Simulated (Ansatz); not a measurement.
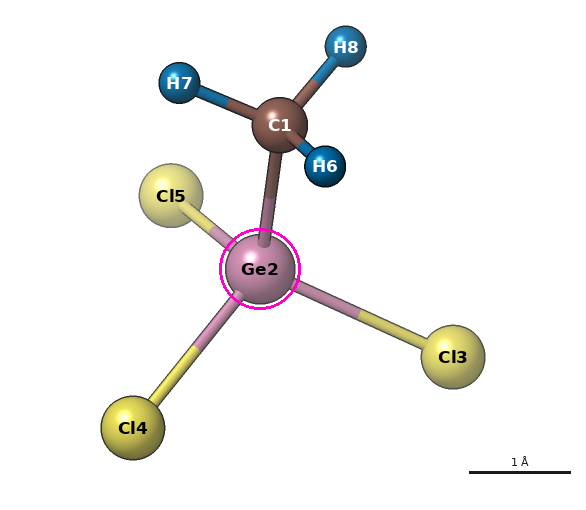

Orthographic view. Depth is shown by fading: the farther an atom, the more it takes the colour of the background. Computed geometry: PBE-D4/def2-SVP optimisation. No frequency run is at hand to confirm it as a minimum.

Q: Which atoms are bonded to the circled atom?

A: The circled atom is Ge2; it is bonded to C1, Cl3, Cl4, Cl5.

Q: Which atom is nearest the viewer?

A: H6, 1.7 Å in front of the mean position.

Q: Of C1 and Ge2, which is nearer the viewer?

A: C1; the bond to Ge2 points away from the viewer, so it looks shorter than its 1.94 Å.

Q: Which atom is farthest from the viewer?

A: Cl5, 2.4 Å behind the mean position.
